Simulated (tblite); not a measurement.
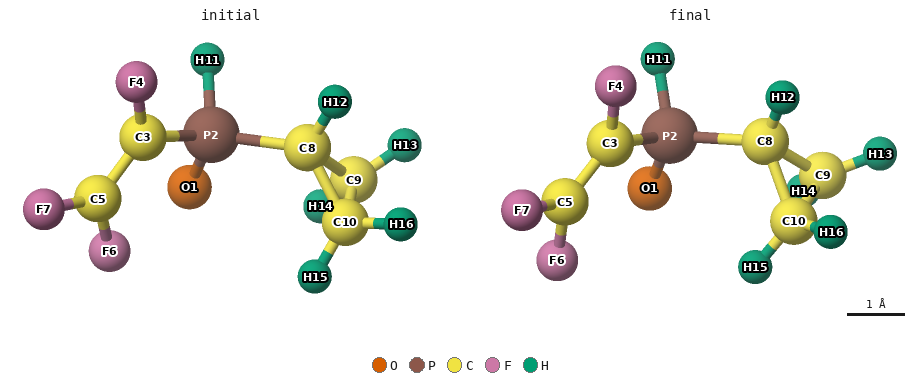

The structure of C$_{5}$H$_{6}$F$_{3}$OP before (left) and after (right) a relaxation, at one scale.

Style: ball-and-stick. Shown from a free direction.

All numbers below come from GFN2-xTB geometry optimisation, gas phase (tblite 0.8.0). 

Describe what moved and what it gained.

H16 moves most after the best rigid fit: 0.58 Å. Largest moves by element: H 0.58 Å, F 0.42 Å, P 0.28 Å, C 0.22 Å, O 0.20 Å. Among the contacts that change: O1–P2 1.519 → 1.456 Å, C10–H16 1.135 → 1.079 Å, C5–F6 1.368 → 1.315 Å, C9–H14 1.132 → 1.081 Å. Among the angles between lasting bonds that change: C3–P2–C8 115.2° → 103.7°, O1–P2–H11 104.9° → 115.6°, F6–C5–F7 120.6° → 110.6°. Over 70 geometry steps the energy falls by 1.030 eV.
